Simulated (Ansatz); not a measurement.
**TiZnSe3 (model cell, started as cubic perovskite with Ti in the octahedra): following an unstable mode**

Which phase does TiZnSe3 (model cell, started as cubic perovskite with Ti in the octahedra) fall into along its unstable mode, and how much energy does it gain?

Method: DFT PBE, scalar-relativistic, plane waves, PAW; PAW set soft_1, in Ansatz 0.2.0.

The structure was built from a prototype and need not be the compound's stable phase.

**1. Set-up**

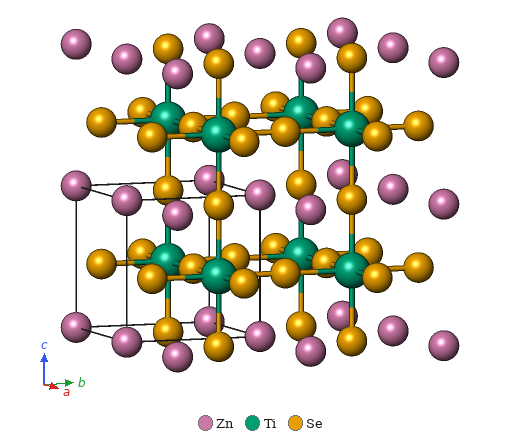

The starting structure, seen slightly off an axis (zinc pink, titanium teal, selenium orange). 2×2×2 cells are drawn. Some periodic images of atoms are drawn too.

**2. The dispersion**

The cell comes from relaxations at this level that are not shown. Stability and thermal properties need the whole zone. Linear response on a 2×2×2 q mesh gives force constants as far as a supercell of that size would.

Input file input.yaml:

```yaml
crystal:
  lattice:
    - [4.9563954824, 0.0, 0.0]
    - [0.0, 4.9563954824, 0.0]
    - [0.0, 0.0, 4.9563954824]
  atoms:
    - { symbol: Zn, position: [0.0, 0.0, 0.0] }
    - { symbol: Ti, position: [0.5, 0.5, 0.5] }
    - { symbol: Se, position: [0.5, 0.5, 0.0] }
    - { symbol: Se, position: [0.5, 0.0, 0.5] }
    - { symbol: Se, position: [0.0, 0.5, 0.5] }
kpoints:
  mp_grid: { grid: [8, 8, 8] }
hamiltonian:
  xc: pbe
  pseudopotentials: { kind: paw, azcp: { folder: soft_1 } }
scf:
  occupations: { method: methfessel_paxton, width: 0.2 }
output:
  eigenvalues: true
phonons:
  method: dfpt
  qmesh: [2, 2, 2]
  temperatures: { t_max: 1000, t_step: 50 }
  qpath:
    path:
      - [[0.0, 0.0, 0.0], [0.0, 0.5, 0.0], [0.5, 0.5, 0.0], [0.0, 0.0, 0.0], [0.5, 0.5, 0.5], [0.0, 0.5, 0.0]]
      - [[0.5, 0.5, 0.5], [0.5, 0.5, 0.0]]
    npoints: 10
```

The run is started by

```console
> ansatz run input.yaml --threads 4 --pin off --max-ram 16384MiB --backend cpu --events-out ev --progress --plain --runs-dir out
```

Numbers of over 12 decimals in the logs are rounded to 6 here.

The log of the run:

```text
Engine: ansatz 0.2.0, aarch64-unknown-linux-gnu
Pseudopotentials: kind: paw
Pseudopotential: Zn, paw, valence charge 12, recommended cutoff 420 eV (normal), soft_1/Zn.paw.azcp
Pseudopotential: Ti, paw, valence charge 12, recommended cutoff 420 eV (normal), soft_1/Ti.paw.azcp
Pseudopotential: Se, paw, valence charge 16, recommended cutoff 420 eV (normal), soft_1/Se.paw.azcp
Functional definition: PBE
  parameter kappa = 0.804
  parameter beta = 0.066725
  exchange = pbe_x(kappa = kappa, mu = beta*pi^2/3)
  correlation = pbe_c(beta = beta)
Crystal: 5 atoms, lattice volume = 121.758 Å³
Basis set: ecut = 420 eV, 2373 PW (Γ), exchange–correlation on 72×72×72 points (8 copies of the dense FFT grid, shifted against one another)
Bands: 44, of which v1, the nominal top of the filled ones, is band 36 counted from 1 (35 counted from 0)
Symmetry: 48 space group operations
k-points: 35 of 512
Non-local potential: Zn, projectors of the file, l = 0: 2, l = 1: 2, l = 2: 3, l = 3: 1
Non-local potential: Ti, projectors of the file, l = 0: 3, l = 1: 2, l = 2: 3, l = 3: 1
Non-local potential: Se, projectors of the file, l = 0: 2, l = 1: 2, l = 2: 3, l = 3: 1
PAW form: soft (Blöchl's): semilocal exchange-correlation on the pseudo side does not see the compensation charge
PAW one-centre angular grid: Zn, 590 points (default); XC on 64 Gauss nodes
PAW one-centre angular grid: Ti, 590 points (default); XC on 64 Gauss nodes
PAW one-centre angular grid: Se, 590 points (default); XC on 64 Gauss nodes
Initial density: superposition of atomic densities (chi_scale 0.1, normalization cell, long waves kept (reshape's long-wave potential 0.00 eV rms))
Initial wavefunctions: pseudopotential atomic-orbital guess
Functional: x = pbe(κ = 0.804, μ = 0.219515), c = pbe(β = 0.066725)
SCF iter   1: F=—  HF=-22231.935844 eV  |F-HF|=—  |Δ(HF+E_count)|=         —  Δρ=1.76e-1  dr2=7.24e1  ethr=3.10e-3  ⟨swp⟩=5.9  Hψ=5405  notcnv=0
preconditioner: auto → LDOS  [metal: Δε(μ)=0.051 eV  Ē_g=7.949 eV  σ=0.200 eV  W_gap=0.21  n_scr=26 (ndim 8)  ℏωp=19.6 eV  f_vac=0.011  D(μ)=4.63/eV (n_scr^D=32)  β→1.0]
SCF iter   2: F=—  HF=-22228.384699 eV  |F-HF|=—  |Δ(HF+E_count)|=    3.55e0  S|Δr|=    0.00e0  Δρ=7.20e-2  dr2=4.29e0  ethr=3.10e-3  ⟨swp⟩=3.0  Hψ=3275  notcnv=0  defer=21
SCF iter   3: F=—  HF=-22227.731808 eV  |F-HF|=—  |Δ(HF+E_count)|=   6.53e-1  S|Δr|=    0.00e0  Δρ=4.41e-2  dr2=2.46e0  ethr=3.10e-3  ⟨swp⟩=3.1  Hψ=3023  notcnv=0  defer=67
SCF iter   4: F=—  HF=-22227.177110 eV  |F-HF|=—  |Δ(HF+E_count)|=   5.55e-1  S|Δr|=    0.00e0  Δρ=1.25e-2  dr2=3.16e-1  ethr=3.10e-3  ⟨swp⟩=2.0  Hψ=2517  notcnv=0  defer=73
SCF iter   5: F=—  HF=-22227.141302 eV  |F-HF|=—  |Δ(HF+E_count)|=   3.58e-2  S|Δr|=    0.00e0  Δρ=1.93e-3  dr2=8.38e-3  ethr=4.39e-4  ⟨swp⟩=2.0  Hψ=1979  notcnv=0  defer=67
SCF iter   6: F=—  HF=-22227.140867 eV  |F-HF|=—  |Δ(HF+E_count)|=   4.35e-4  S|Δr|=    0.00e0  Δρ=5.47e-4  dr2=2.49e-4  ethr=1.16e-5  ⟨swp⟩=2.5  Hψ=2453  notcnv=0  defer=67
SCF iter   7: F=—  HF=-22227.140846 eV  |F-HF|=—  |Δ(HF+E_count)|=   2.16e-5  S|Δr|=    0.00e0  Δρ=1.70e-4  dr2=5.70e-5  ethr=3.46e-7  ⟨swp⟩=2.0  Hψ=2698  notcnv=0  defer=67
SCF iter   8: F=—  HF=-22227.140834 eV  |F-HF|=—  |Δ(HF+E_count)|=   1.21e-5  S|Δr|=    0.00e0  Δρ=5.07e-5  dr2=5.28e-6  ethr=7.92e-8  ⟨swp⟩=2.0  Hψ=2695  notcnv=0  defer=67
SCF iter   9: F=—  HF=-22227.140831 eV  |F-HF|=—  |Δ(HF+E_count)|=   2.34e-6  S|Δr|=    0.00e0  Δρ=1.07e-5  dr2=2.89e-7  ethr=7.33e-9  ⟨swp⟩=1.5  Hψ=1502  notcnv=0  defer=67
SCF iter  10: F=—  HF=-22227.140831 eV  |F-HF|=—  |Δ(HF+E_count)|=   1.03e-8  S|Δr|=    0.00e0  Δρ=2.85e-6  dr2=1.40e-8  ethr=4.01e-10  ⟨swp⟩=2.0  Hψ=1736  notcnv=0  defer=67
SCF iter  11: F=—  HF=-22227.140831 eV  |F-HF|=—  |Δ(HF+E_count)|=   2.73e-9  S|Δr|=    0.00e0  Δρ=8.39e-7  dr2=1.22e-9  ethr=1.94e-11  ⟨swp⟩=2.0  Hψ=1949  notcnv=0  defer=67
SCF iter  12: F=—  HF=-22227.140831 eV  |F-HF|=—  |Δ(HF+E_count)|=  1.31e-10  S|Δr|=    0.00e0  Δρ=2.15e-7  dr2=7.71e-11  ethr=1.69e-12  ⟨swp⟩=2.1  Hψ=2095  notcnv=0  defer=67
SCF iter  13: F=-22227.140831 eV  HF=-22227.140831 eV  |F-HF|=0.00e0  |Δ(HF+E_count)|=  3.64e-12  S|Δr|=    0.00e0  Δρ=2.53e-8  dr2=9.39e-13  ethr=1.00e-12  ⟨swp⟩=10.5  Hψ=7377  notcnv=0
SCF 1 converged in 13 iterations: F = -22227.140831 eV  dr2 = 9.39e-13
  greatest PAW one-centre occupation: 1.000 electrons in one spin orbital (limit 2), on the Se atom at site 4 (counted from 0), in its partial waves of l = 2
Initial density: read from a saved state, or passed on in memory by an earlier SCF of this step, an earlier step, the calling program or the single point that the run made first
iter 1 solved again at ethr=8.78e-8 eV; its pass at ethr=3.10e-3 eV (dr2=6.32e-5 eV) is discarded
SCF iter   1: F=—  HF=-22227.140833 eV  |F-HF|=—  |Δ(HF+E_count)|=         —  Δρ=2.98e-7  dr2=1.69e-10  ethr=8.78e-8  ⟨swp⟩=3.0  Hψ=9462  notcnv=0
eigensolver tolerance schedule: the retry pair's looser diagonalisation over-reported the residual by 374626.69 of it (diagonalisation noise at an unbounded share of the residual, at the tolerance the schedule requests for it); recorded, not acted on — ethr = c·dr2/N_el stays at c = 1.0e-1
preconditioner: auto → LDOS  [metal: Δε(μ)=0.066 eV  Ē_g=7.852 eV  σ=0.200 eV  W_gap=0.28  n_scr=26 (ndim 8)  ℏωp=19.6 eV  f_vac=0.022  D(μ)=3.62/eV (n_scr^D=26)  β→1.0]
SCF iter   2: F=—  HF=-22227.140831 eV  |F-HF|=—  |Δ(HF+E_count)|=   1.53e-6  S|Δr|=    0.00e0  Δρ=4.26e-7  dr2=2.15e-10  ethr=1.00e-12  ⟨swp⟩=3.2  Hψ=3933  notcnv=0
SCF iter   3: F=—  HF=-22227.140831 eV  |F-HF|=—  |Δ(HF+E_count)|=  1.38e-10  S|Δr|=    0.00e0  Δρ=1.63e-7  dr2=5.19e-11  ethr=1.00e-12  ⟨swp⟩=3.0  Hψ=2925  notcnv=0
SCF iter   4: F=—  HF=-22227.140831 eV  |F-HF|=—  |Δ(HF+E_count)|=  3.64e-12  S|Δr|=    0.00e0  Δρ=1.35e-7  dr2=2.62e-11  ethr=1.00e-12  ⟨swp⟩=1.0  Hψ=1540  notcnv=0
SCF iter   5: F=-22227.140831 eV  HF=-22227.140831 eV  |F-HF|=1.09e-11  |Δ(HF+E_count)|=  7.28e-12  S|Δr|=    0.00e0  Δρ=7.04e-8  dr2=9.39e-12  ethr=1.00e-12  ⟨swp⟩=2.1  Hψ=3588  notcnv=0
SCF 2 converged in 5 iterations: F = -22227.140831 eV  dr2 = 9.39e-12
  greatest PAW one-centre occupation: 1.000 electrons in one spin orbital (limit 2), on the Se atom at site 2 (counted from 0), in its partial waves of l = 2
phonons: the bands overlap, so this run is a metal and interpolates without the dipole-dipole term. If the crystal is really an insulator or semiconductor, its LO-TO splitting is missing
NSCF: frozen V_eff on 35 k-points
NSCF: frozen V_eff on 125 k-points
DFPT response loops at q = (0, 0, 0) (fractional): preconditioner auto → Kerker (q_TF=auto, 2.500 Å⁻¹) (partly filled bands, converged f_vac=0.022); β = 1.00, the filter's whole step (`scf.mixing.beta` (0.50) is not read by the response loops under this deck's `scf.mixing.preconditioner`; to damp them name `kerker` or `kerker_dos`, under which they read `scf.mixing.beta`, and type it under 1.00, their step now; both keys bind the ground state too); Broyden in place of MSR1
NSCF: frozen V_eff on 250 k-points
DFPT response loops at q = (0, 0, -0.5) (fractional): mixed as the last ones told, above
NSCF: frozen V_eff on 250 k-points
DFPT response loops at q = (0, -0.5, -0.5) (fractional): mixed as the last ones told, above
NSCF: frozen V_eff on 250 k-points
DFPT response loops at q = (-0.5, -0.5, -0.5) (fractional): mixed as the last ones told, above
SCF converged after 13 iterations
Stability not checked: this state was not tested for a lower state beside it, because cold or Methfessel-Paxton smearing, or corrected tetrahedra, fill the levels in a way that the test cannot read (fill_not_monotonic; see scf.lower_state_search)
Free energy (F): -22227.140831 eV
Harris-Foulkes:  -22227.140831 eV  (|F-HF|=0.00e0)
Internal energy: -22227.149335 eV  (E = F + TS)
E sigma→0 (E₀):  -22227.142957 eV
Entropy (-TS):   0.008504 eV (1.701 meV/atom)
Fermi energy:    6.944286 eV
--- Per-component energies (eV) ---
  E_band       = -1409.760446
  E_kinetic    = 754.135551
  E_local      = -11439.684366  (includes V_loc(G=0)·N_el)
  E_nonlocal   = -181.079094
  E_hartree    = 5538.714021
  E_xc         = -446.247862
  E_vxc        = -462.621076  (∫ρ·V_xc dr)
  E_paw        = -9330.036525  (= ΣΔE_a)
  E_vpaw       = -1157.938007  (= ΣTr[D̂ρ^β])
  E_aug_tail   = -0.001493  (compensation charges beyond the density's cutoff)
  E_ewald      = -7122.949566
  E_smearing   = 0.008504  (= −TS)
  E_closure    = -0.000000  (closes the sum)
  Σ components = -22227.140831   (vs F -22227.140831, Δ=0.00e0)
--- Band table (eV; the first three rows and the last of 35) ---
  k-point 0: bands = [... 32 lower, 6.2209, 6.2209, 6.8977, 6.8977, 6.8977, 7.1940, 7.1940, 7.1940, ... 4 higher]
  k-point 1: bands = [... 32 lower, 5.9228, 6.1428, 6.6703, 6.7259, 6.7259, 7.1982, 7.6822, 7.6822, ... 4 higher]
  k-point 2: bands = [... 32 lower, 5.3499, 5.9681, 6.7213, 6.7213, 6.9674, 7.2086, 8.2763, 8.2763, ... 4 higher]
  k-point 34: bands = [... 32 lower, 3.7473, 5.2714, 7.7060, 7.7060, 7.7060, 8.7582, 8.7582, 8.7582, ... 4 higher]
--- Phonons (Γ-DFPT): 4 representative perturbations + reference (Σ response iterations 13) ---
  ASR residual: 2.326e-5 → 0.000e0 eV/Å²; symmetrization residual: 1.623e-5 eV/Å²
  ASR residual per site (eV/Å²): 4.73e-6 1.45e-5 2.33e-5 2.33e-5 2.33e-5
  Γ frequencies (cm⁻¹): -143.82 -143.82 -143.82 -76.84 -76.84 -76.84 -60.41 -60.41 -60.41 0.00 0.00 0.00 194.58 194.58 194.58
--- Phonons (arbitrary-q DFPT): 4 irreducible q on the 2×2×2 mesh ---
  q = [0.0000, 0.0000, 0.0000] (star 1, of the zone-centre solve; hermiticity 4.23e-6, symmetrization 5.53e-12): -143.82 -143.82 -143.82 -76.84 -76.84 -76.84 -60.41 -60.41 -60.41 0.00 0.00 0.00 194.58 194.58 194.58
  q = [0.0000, 0.0000, -0.5000] (star 3, 9 solved perturbations in 975 linear systems a pass and spin channel, the states on 125 of 512 k-point pairs; hermiticity 2.19e-6, symmetrization 5.07e-12): -105.39 -105.39 -84.93 -64.97 -64.97 -57.70 -35.39 -35.39 -14.20 42.49 42.49 204.43 204.43 205.10 213.71
  q = [0.0000, -0.5000, -0.5000] (star 3, 9 solved perturbations in 975 linear systems a pass and spin channel, the states on 125 of 512 k-point pairs; hermiticity 2.32e-6, symmetrization 1.10e-12): -108.05 -80.47 -80.47 -67.48 -47.60 -31.80 -31.80 34.68 34.68 90.97 186.83 196.25 196.25 222.19 232.11
  q = [-0.5000, -0.5000, -0.5000] (star 1, 4 solved perturbations in 350 linear systems a pass and spin channel, the states on 125 of 512 k-point pairs; hermiticity 2.21e-6, symmetrization 2.60e-12): -113.56 -113.56 -113.56 -60.90 -60.90 -60.90 99.21 99.21 99.21 185.48 185.48 185.48 198.39 198.39 251.70
  sum rule: each row above includes the acoustic sum rule's correction from the zone centre's row sums; it moved no ω² by more than (0.29 cm⁻¹)²
  mesh force constants: q→R imaginary residual 3.55e-18; ASR residual 2.326e-5 → 0.000e0 eV/Å²; symmetrization residual 1.243e-14 eV/Å²
  interpolated dispersion: 62 rows × 15 modes
  density of states and harmonic sums: on the 14×14×14 q-mesh, interpolated from the force constants of a 2×2×2 supercell (no non-analytic term)
  largest difference from the sums on the solved wave vectors: F 2.56e-1 eV, S 3.54e-4 and C_V 1.01e-4 eV/K
  zero-point energy: 0.068135 eV/cell   skipped modes (ω ≤ 0): 870, of them read as no rigid motion or as one in doubt: 867 (7.101e0 modes/cell left out, lowest -143.82 cm⁻¹)   left out of the sums: 4.73e-1 of the cell's modes: C_V's classical limit lies that fraction below 3 k_B per atom; for a crystal, a wire or a layer, F and S can be off by more, and a phonons.interpolated_qmesh denser along its periods is the remedy for the sampling
```

Run time: 8.1 min. Hardware: 4 threads of Arm Neoverse V1, shared host; peak memory 1.9 GiB; 32 min of CPU time.

The column dr2 measures how far the density is from self-consistency, as an energy; F and HF (Harris–Foulkes) agree once it is small.

This step gave:

- volume per atom: 24.35 Å³
- gap on the k-mesh: 0 eV
- sum-rule residual before enforcement: 2.33e-5 eV/Å²
- lowest frequency on the path: -143.8 cm⁻¹
- point group: m-3m
- highest frequency on the path or at a solved wavevector: 251.7 cm⁻¹
- highest optical mode at the zone centre (no LO-TO term): 194.6 cm⁻¹
- lowest optical zone-centre mode: -143.8 cm⁻¹
- lowest mode on the q mesh (acoustic modes at Γ apart): -143.8 cm⁻¹

Frequencies (cm⁻¹) solved at each irreducible wavevector; negative means imaginary. Frequencies by wavevector, by row:

| q in reciprocal lattice units | star | mode 1 | mode 2 | mode 3 | mode 4 | mode 13 | mode 14 | mode 15 |
| --- | --- | --- | --- | --- | --- | --- | --- | --- |
| 0 0 0 | 1 | -143.8 | -143.8 | -143.8 | -76.8 | 194.6 | 194.6 | 194.6 |
| 0 0 -0.5 | 3 | -105.4 | -105.4 | -84.9 | -65 | 204.4 | 205.1 | 213.7 |
| 0 -0.5 -0.5 | 3 | -108 | -80.5 | -80.5 | -67.5 | 196.2 | 222.2 | 232.1 |
| -0.5 -0.5 -0.5 | 1 | -113.6 | -113.6 | -113.6 | -60.9 | 198.4 | 198.4 | 251.7 |

Interpolated from a 2×2×2 q mesh. The phonon branches at the labelled points (cm⁻¹):

| point | branch 1 | branch 2 | branch 3 | branch 4 | branch 12 | branch 13 | branch 14 | branch 15 |
| --- | --- | --- | --- | --- | --- | --- | --- | --- |
| Γ | -144 | -144 | -144 | -77 | 0 | 195 | 195 | 195 |
| X | -105 | -105 | -85 | -65 | 204 | 204 | 205 | 214 |
| M | -108 | -80 | -80 | -68 | 196 | 196 | 222 | 232 |
| Γ | -144 | -144 | -144 | -77 | 0 | 195 | 195 | 195 |
| R | -114 | -114 | -114 | -61 | 186 | 198 | 198 | 252 |
| X | -105 | -105 | -85 | -65 | 204 | 204 | 205 | 214 |
| jump to R | -114 | -114 | -114 | -61 | 186 | 198 | 198 | 252 |
| M | -108 | -80 | -80 | -68 | 196 | 196 | 222 | 232 |

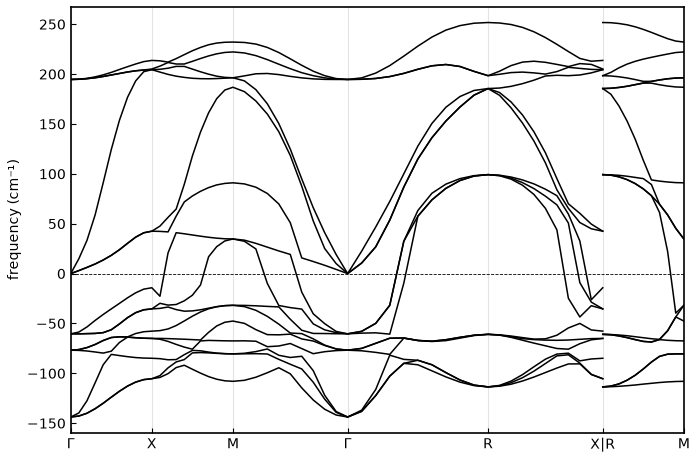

Phonon branches along the path.

Symmetry leaves 4 wavevectors to solve. The lowest mode among them, the acoustic zeros apart, lies at Γ and is imaginary, 143.8i cm⁻¹, so the energy falls along it.

**3. The mode frozen in, largest atomic shift 0 Å**

The mode followed lies at Γ with frequency 143.8i cm⁻¹ and is 3-fold degenerate, the softest among the wavevectors solved. At small amplitude the distorted cell has space group no. 38 by a symmetry search on the positions. The undistorted cell that holds it gives the zero of energy on the same k mesh.

input.yaml, the sections that differ from step 2:

```yaml
output:
  forces: true
  stress: true
  eigenvalues: true
# crystal, kpoints, hamiltonian, scf: as in step 2
# phonons: removed
```

The log of the run:

```text
[...]
Crystal: 5 atoms, lattice volume = 121.758 Å³
Basis set: ecut = 420 eV, 2373 PW (Γ), exchange–correlation on 72×72×72 points (8 copies of the dense FFT grid, shifted against one another)
Bands: 44, of which v1, the nominal top of the filled ones, is band 36 counted from 1 (35 counted from 0)
Symmetry: 48 space group operations
[...]
k-points: 35 of 512
[...]
k-point 0: bands = [... 32 lower, 6.2209, 6.2209, 6.8977, 6.8977, 6.8977, 7.1940, 7.1940, 7.1940, ... 4 higher]
  k-point 1: bands = [... 32 lower, 5.9228, 6.1428, 6.6702, 6.7259, 6.7259, 7.1982, 7.6822, 7.6822, ... 4 higher]
  k-point 2: bands = [... 32 lower, 5.3499, 5.9681, 6.7213, 6.7213, 6.9674, 7.2086, 8.2763, 8.2763, ... 4 higher]
  k-point 34: bands = [... 32 lower, 3.7473, 5.2714, 7.7060, 7.7060, 7.7060, 8.7582, 8.7582, 8.7582, ... 4 higher]
[key lines of the parts left out:]
SCF converged after 10 iterations
Free energy (F): -22227.140831 eV
Fermi energy:    6.944285 eV
P = ⅓ Tr σ = -0.0043 GPa (-0.043 kbar)
```

Elapsed: 4.2 s, on 4 threads; peak memory 0.54 GiB; 16 s of CPU time.

Numbers from this step:

```yaml
pressure: -0.004307 GPa
energy_from_the_undistorted_cell: 0 meV/atom
```

The run ends at a pressure of 0.00 GPa.

**4. The mode frozen in, largest atomic shift 0.22 Å**

The atoms are moved along the unstable eigenvector, the largest shift by 0.22 Å, with the cell fixed.

input.yaml, the sections that differ from step 3:

```yaml
crystal:
  lattice:
    - [4.9563954824, 0.0, 0.0]
    - [0.0, 4.9563954824, 0.0]
    - [0.0, 0.0, 4.9563954824]
  atoms:
    - { symbol: Zn, position: [0.0, 0.0075144394, 0.0075144394] }
    - { symbol: Ti, position: [0.5, 0.5313864163, 0.5313864163] }
    - { symbol: Se, position: [0.5, 0.4872765952, 0.0002012431] }
    - { symbol: Se, position: [0.5, 0.0002012431, 0.4872765952] }
    - { symbol: Se, position: [0.0, 0.4872765952, 0.4872765952] }
# kpoints, hamiltonian, scf, output: as in step 3
```

The log of the run:

```text
[...]
Crystal: 5 atoms, lattice volume = 121.758 Å³
Basis set: ecut = 420 eV, 2373 PW (Γ), exchange–correlation on 72×72×72 points (8 copies of the dense FFT grid, shifted against one another)
Bands: 44, of which v1, the nominal top of the filled ones, is band 36 counted from 1 (35 counted from 0)
Symmetry: 4 space group operations
[...]
k-point 0: bands = [... 32 lower, 6.0137, 6.1557, 6.3600, 6.3710, 6.6934, 7.5265, 7.9941, 8.0894, ... 4 higher]
  k-point 1: bands = [... 32 lower, 5.8068, 6.0393, 6.3054, 6.4494, 6.6697, 7.6656, 8.0907, 8.1362, ... 4 higher]
  k-point 2: bands = [... 32 lower, 5.3814, 5.8625, 6.3116, 6.5742, 6.9447, 7.7715, 8.4169, 8.5270, ... 4 higher]
  k-point 104: bands = [... 32 lower, 3.9532, 5.2357, 7.6708, 7.6838, 7.7084, 8.7454, 8.7910, 8.8388, ... 4 higher]
[key lines of the parts left out:]
SCF converged after 10 iterations
Free energy (F): -22227.183541 eV
Fermi energy:    6.953501 eV
P = ⅓ Tr σ = 0.5274 GPa (5.274 kbar)
```

Run time: 19 s. Hardware: 4 threads; peak memory 0.69 GiB.

Numbers from this step:

```
pressure                         : 0.5274 GPa
energy from the undistorted cell : -8.646 meV/atom
```

The energy, extrapolated to zero smearing, is -8.65 meV/atom against the undistorted cell.

The run ends at a pressure of 0.53 GPa, with forces up to 0.56 eV/Å.

**5. Energy along the mode, all amplitudes (two of the runs are shown above)**

An imaginary frequency means negative curvature, so the energy should fall and then rise again as anharmonic terms take over.

This step gave:

| Item | Value |
| --- | --- |
| depth at the lowest point sampled | 8.646 meV/atom |
| largest atomic shift at that point | 0.22 Å |

Energy from the parent against largest atomic shift:

| largest atomic shift (Å) | energy from the parent (meV/atom) |
| --- | --- |
| 0.000 | 0 |
| 0.040 | -0.873 |
| 0.080 | -2.85 |
| 0.140 | -6.28 |
| 0.220 | -8.65 |
| 0.320 | -0.569 |
| 0.450 | 42.0 |

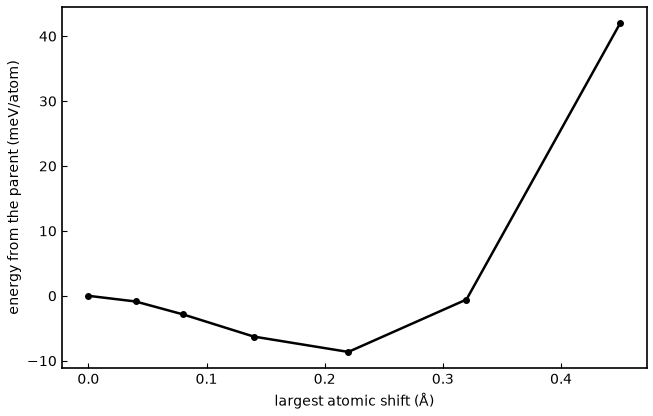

Energy from the parent, plotted against largest atomic shift.

Displacement at unit largest shift by atom:

| atom | x (Å) | y (Å) | z (Å) | size |
| --- | --- | --- | --- | --- |
| Zn1 | 0.000 | 0.169 | 0.169 | 0.239 |
| Ti2 | 0.000 | 0.707 | 0.707 | 1.000 |
| Se3 | 0.000 | -0.287 | 0.005 | 0.287 |
| Se4 | 0.000 | 0.005 | -0.287 | 0.287 |
| Se5 | 0.000 | -0.287 | -0.287 | 0.406 |

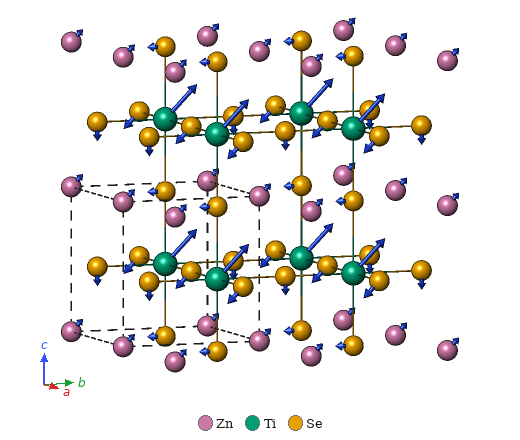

Displacement at unit largest shift as arrows, the longest 1.000 Å. 2×2×2 cells are drawn. Some periodic images of atoms are drawn too.

The lowest of the steps tried is at 0.22 Å, 8.65 meV/atom below the parent; the bottom of the well need not coincide with a step.

[end of part 1 of 3]

[Logs are printed without paths, hosts, clocks, repeated set-up lines and the standing remarks that a program may print on its own settings, such as how far it seeks lower states.]

[Hosts, paths, dates, database ids (printed as entryN), source tags and the programs' standing remarks are cut or masked in the printed files.]
